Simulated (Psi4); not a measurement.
**FNO-MP4/6-31G(d,p) (density fitting, Cartesian functions) run of CHFO (formyl fluoride)**

Aim: the energy change on altering one bond length of CHFO (formyl fluoride) at FNO-MP4/6-31G** (density fitting, Cartesian functions), from 2 runs. 

The calculation is run with Psi4 1.11.

1 further run of the same task is left out (set aside as unsound or not needed).

## (1) The molecule

The species is CHFO (4 atoms), meant as a singlet with charge 0. As SMILES, `O=CF`. The shape is that of a GFN2-xTB optimisation.

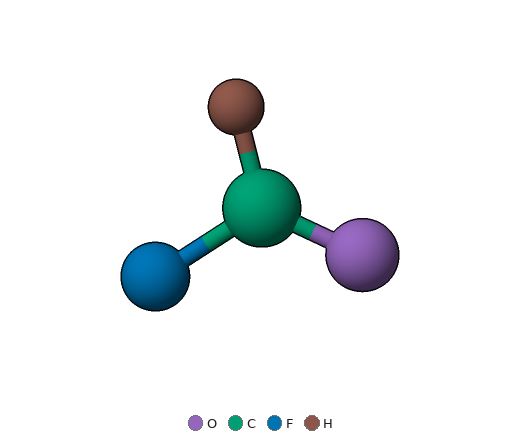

Viewed from a chosen angle; oxygen purple, carbon teal, fluorine blue, hydrogen brown.

## (2) The energy at FNO-MP4/6-31G(d,p) (density fitting, Cartesian functions)

The input, input.json:

```json
{
 "schema_name": "qcschema_input",
 "schema_version": 1,
 "molecule": {
  "schema_name": "qcschema_molecule",
  "schema_version": 2,
  "symbols": ["O", "C", "F", "H"],
  "geometry": [-1.68125154, 0.37042411, 1.56843489, -0.09399498, 0.13859251, 0.04333142, 1.10429926, -2.06142664, -0.34270183, 0.67094726, 1.55242891, -1.26906448],
  "molecular_charge": 0,
  "molecular_multiplicity": 1
 },
 "driver": "energy",
 "model": {
  "method": "fno-mp4",
  "basis": "6-31G**"
 },
 "keywords": {
  "reference": "rhf",
  "freeze_core": true
 }
}
```

Launch:

```sh
$ psi4 --qcschema input.json -n 1 --memory 1600MB
```

stdout:

```text
[...]
  Running in c1 symmetry.
[...]
  Nuclear repulsion =   67.642179686681800
[...]
  Multiplicity = 1
[...]
  Nalpha       = 12
  Nbeta        = 12
[...]
    Number of basis functions: 50
[...]
   @RHF iter   1:  -212.65606927137785   -6.01937e-01   9.64356e-03 ADIIS/DIIS
[...]
   @RHF iter  12:  -212.74860386690148   -9.66338e-13   3.81958e-09 DIIS
[...]
    Orbital Energies [Eh]
    ---------------------
    Doubly Occupied:
       1A    -26.341324     2A    -20.608325     3A    -11.438000
       4A     -1.661988     5A     -1.449795     6A     -0.905502
       7A     -0.787124     8A     -0.722480     9A     -0.721392
      10A     -0.631409    11A     -0.553120    12A     -0.506542
[...]
  @RHF Final Energy:  -212.74860386690148
   => Energetics <=
    Nuclear Repulsion Energy =             67.6421796866817999
    One-Electron Energy =                -428.1275630564903167
    Two-Electron Energy =                 147.7367795029070408
    Total Energy =                       -212.7486038669014761
[...]
 Multipole Moments:
 ------------------------------------------------------------------------------------
     Multipole            Electronic (a.u.)      Nuclear  (a.u.)        Total (a.u.)
 ------------------------------------------------------------------------------------
 L = 1.  Multiply by 2.5417464519 to convert [e a0] to [Debye]
 Dipole X            :          0.7063385           -0.2227700            0.4835685
 Dipole Y            :         -1.3162295            1.7997926            0.4835631
 Dipole Z            :         -0.2198666           -0.4542896           -0.6741562
 Magnitude           :                                                    0.9602907
[...]
      * MP2 total energy:                   -213.225809429886
[...]
      * MP2 total energy:                   -213.225809429886
[...]
      * MP3 total energy:                   -213.223620692663
[...]
```

The result, in JSON:

```text
{
 "driver": "energy",
 "model": {
  "method": "fno-mp4",
  "basis": "6-31G**"
 },
 "success": true,
 "return_result": -213.25183916285198,
 "properties": {
  "calcinfo_nbasis": 50,
  "calcinfo_nmo": 50,
  "calcinfo_nalpha": 12,
  "calcinfo_nbeta": 12,
  "calcinfo_natom": 4,
  "nuclear_repulsion_energy": 67.6421796866818,
  "return_energy": -213.25183916285198,
  "scf_one_electron_energy": -428.1275630564903,
  "scf_two_electron_energy": 147.73677950290704,
  "scf_dipole_moment": [0.4835684816758632, 0.483563085601054, -0.6741561696341316],
  "scf_total_energy": -212.74860386690148,
  "scf_iterations": 12,
  "mp2_same_spin_correlation_energy": -0.12975803308563807,
  "mp2_opposite_spin_correlation_energy": -0.3474475298993413,
  "mp2_singles_energy": 0.0,
  "mp2_doubles_energy": -0.4772055629849794,
  "mp2_correlation_energy": -0.4772055629849794,
  "mp2_total_energy": -213.22580942988645
 }
}
```

Run time: 3.6 s. Hardware: 1 thread of AMD EPYC 7B13 (Zen 3), shared host; peak memory 0.23 GiB.

## (3) The distorted shape

The input, calc.py:

```python
import psi4

psi4.set_memory(1600000000)
psi4.set_num_threads(1)
psi4.core.set_output_file('run.log', False)

geom = psi4.geometry("""
O
C 1 1.171273
F 2 1.341338 1 122.33437
H 2 2.1963 1 128.95706 3 179.98007
""")

psi4.set_options({
    'reference': 'rhf',
    'freeze_core': True,
})

energy_value, wavefunction = psi4.energy("fno-mp4/6-31G**", molecule=geom, return_wfn=True)
print('E =', round(energy_value, 9))
```

Launch:

```sh
$ python calc.py
```

run.log:

```text
[...]
  Running in c1 symmetry.
[...]
  Nuclear repulsion =   64.744226686561277
[...]
  Multiplicity = 1
[...]
  Nalpha       = 12
  Nbeta        = 12
[...]
    Number of basis functions: 50
[...]
   @RHF iter   1:  -212.45735660573675   -7.49366e-01   9.81480e-03 DIIS/ADIIS
[...]
   @RHF iter  13:  -212.55624121417827   -8.24230e-13   3.46831e-09 DIIS
[...]
    Orbital Energies [Eh]
    ---------------------
    Doubly Occupied:
       1A    -26.377936     2A    -20.644690     3A    -11.494097
       4A     -1.686293     5A     -1.474828     6A     -0.880914
       7A     -0.755648     8A     -0.745932     9A     -0.735539
      10A     -0.595844    11A     -0.580621    12A     -0.401224
[...]
  @RHF Final Energy:  -212.55624121417827
   => Energetics <=
    Nuclear Repulsion Energy =             64.7442266865612766
    One-Electron Energy =                -421.8538049469470934
    Two-Electron Energy =                 144.5533370462075595
    Total Energy =                       -212.5562412141782715
[...]
 Multipole Moments:
 ------------------------------------------------------------------------------------
     Multipole            Electronic (a.u.)      Nuclear  (a.u.)        Total (a.u.)
 ------------------------------------------------------------------------------------
 L = 1.  Multiply by 2.5417464519 to convert [e a0] to [Debye]
 Dipole X            :         -0.0005405            0.0005569            0.0000165
 Dipole Y            :         -2.3891306            2.6697927            0.2806622
 Dipole Z            :         -0.0492289            0.6120492            0.5628203
 Magnitude           :                                                    0.6289180
[...]
      * MP2 total energy:                   -213.068586976211
[...]
      * MP2 total energy:                   -213.068586976211
[...]
      * MP3 total energy:                   -213.067817457689
[...]
```

On the terminal:

```text
E = -213.112303343
```

Run time: 3.9 s. Hardware: 1 thread of AMD EPYC 7B13 (Zen 3), shared host; peak memory 0.23 GiB.

## (4) What came out

Level: FNO-MP4/6-31G** (density fitting, Cartesian functions), 3 core orbitals frozen.

| quantity | value |
| --- | --- |
| first shape: total energy | -213.25184 Eh |
| first shape: HOMO energy (Hartree–Fock orbitals) | -13.78 eV |
| first shape: LUMO energy (Hartree–Fock orbitals) | 4.19 eV |
| first shape: HOMO–LUMO gap (Hartree–Fock orbitals) | 17.97 eV |
| first shape: correlation energy (3 core orbitals frozen) | -503.2 mEh |
| distorted shape: total energy | -213.11230 Eh |
| distorted shape: HOMO energy (Hartree–Fock orbitals) | -10.92 eV |
| distorted shape: LUMO energy (Hartree–Fock orbitals) | -0.44 eV |
| distorted shape: HOMO–LUMO gap (Hartree–Fock orbitals) | 10.48 eV |
| distorted shape: correlation energy (3 core orbitals frozen) | -556.1 mEh |
| energy change with the C2–H4 bond stretched from 1.098 to 2.196 Å | 3.797 eV |

What this shows: One bond (distorted shape) is far stretched, which a spin-restricted single reference describes badly; perturbation theory on it can break down and give far too much correlation. With the C2–H4 bond stretched from 1.098 to 2.196 Å the energy rises by 3.80 eV (88 kcal/mol). The first shape isn't relaxed at this level, so the change isn't measured from a minimum. A restricted reference can't describe the breaking bond well at this length.
